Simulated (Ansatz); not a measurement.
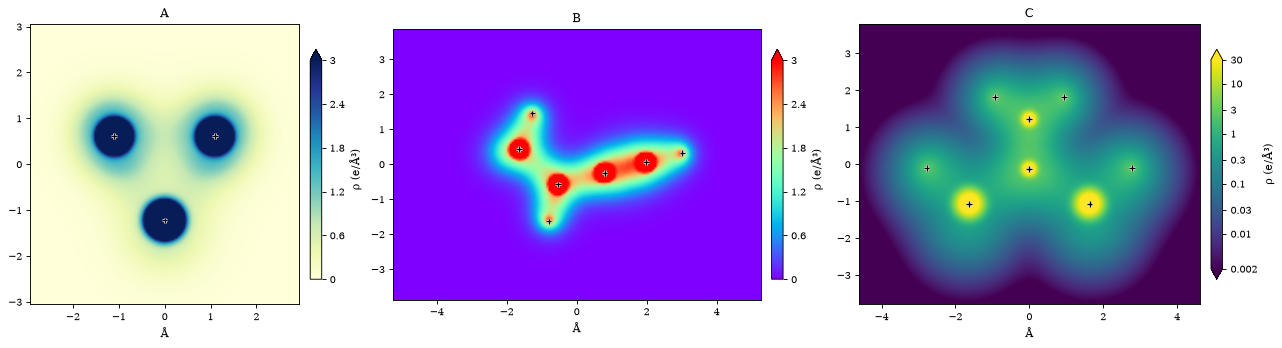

The electron density of 3 systems, each on a plane through atoms (crosses mark nuclei in the plane).

The calculation used isolated molecule in a Gaussian basis; Kohn-Sham density functional theory, functional PBE0 (Ansatz 0.2.0).

System 1: C$_{4}$H$_{5}$ (SMILES [CH]=C=CC) (doublet), the plane of atoms C4, C3 and H6. Geometry: B3LYP/6-31G*.

```xyz
9

C    -2.8807    1.1234    0.3184
C    -1.7162    0.8605    0.6067
C    -0.4122    0.5666    0.9265
C     0.6995    0.4939   -0.0791
H    -3.8910    1.3515    0.0678
H    -0.1680    0.3750    1.9701
H     0.3389    0.7014   -1.0901
H     1.4953    1.2152    0.1575
H     1.1698   -0.5002   -0.0782
```

System 2: S$_{2}$Si (SMILES [Si-2]1[S+]=[S+]1), the molecular plane. Geometry: B3LYP/6-31G*.

```xyz
3

S    -0.5520   -2.1544    1.3156
S    -1.3647   -2.1797    3.3621
Si   -2.6655   -2.0914    1.6618
```

System 3: C$_{2}$H$_{8}$Si$_{2}$ (SMILES C=C([SiH3])[SiH3]), the plane of atoms C2, C1 and H5. Geometry: PBE-D3(BJ)/def2-SVP.

```xyz
12

C    -2.0026    0.6950    0.0732
C    -0.9293   -0.0816   -0.2134
Si   -0.3405   -1.3745    1.0282
Si   -0.0221    0.1292   -1.8543
H    -2.5614    0.6026    1.0235
H    -2.3791    1.4639   -0.6275
H     1.0839   -1.1032    1.4365
H    -1.2240   -1.3459    2.2470
H    -0.3783   -2.7499    0.4150
H    -0.0423   -1.1578   -2.6369
H     1.4213    0.4883   -1.6164
H    -0.6812    1.2157   -2.6617
```

**Match each panel to its system.**

Panel A is system 2, S$_{2}$Si: the plane holds S and Si. Si–S (2.14 Å): ρ is about 0.77 e/Å³ halfway. Panel B is system 1, C$_{4}$H$_{5}$: the plane holds C and H. C–C (1.23 Å): ρ is about 2.7 e/Å³ halfway. Panel C is system 3, C$_{2}$H$_{8}$Si$_{2}$: the plane holds C, Si and H. C–C (1.36 Å): the density is about 2.2 e/Å³ at the midpoint.
